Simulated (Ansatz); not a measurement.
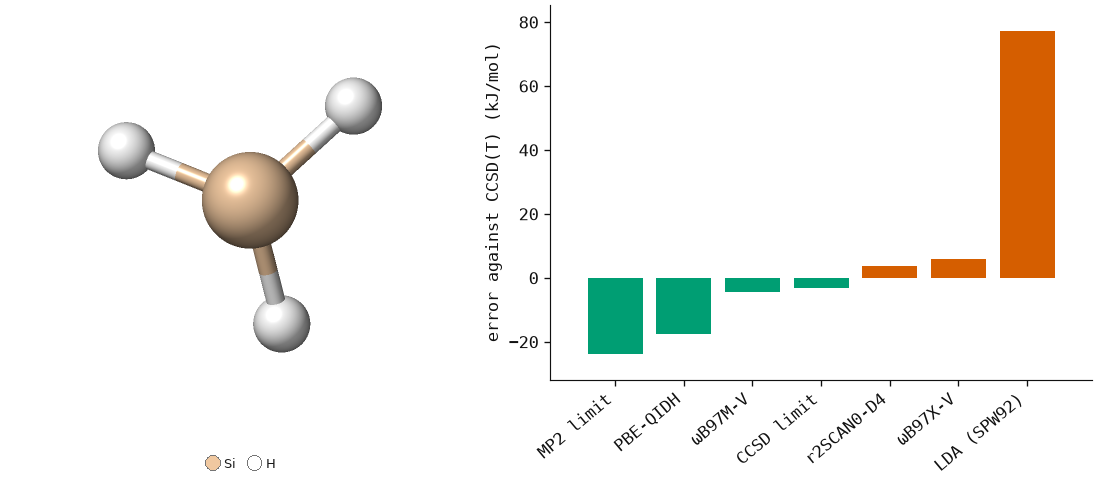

Error in the electronic atomisation energy (method less reference, so positive means overbinding) of SiH₃, SMILES [SiH3], doublet: functionals in def2-TZVPP against frozen-core CCSD(T) at the limit (scheme: direct), which gives 956.1 kJ/mol, at a PBE0-D4/def2-TZVP geometry (a minimum by its frequencies), no zero-point or spin-orbit term, the Ansatz code 0.2.0. The reference leaves out core correlation, a term that grows with the number of heavy atoms. PBE-QIDH holds a correlation term that converges slowly with the basis, so part of the distance to the limit is basis error. No dispersion term is added to PBE-QIDH. Limit means the basis limit.

### What range do the values span?

From −23.8 kJ/mol (MP2 limit) to 77.3 kJ/mol (LDA (SPW92)).

### Give the values.

```csv
level,kJ/mol
MP2 limit,−23.8
PBE-QIDH,−17.4
ωB97M-V,−4.5
CCSD limit,−3.0
r2SCAN0-D4,3.6
ωB97X-V,5.8
LDA (SPW92),77.3
```
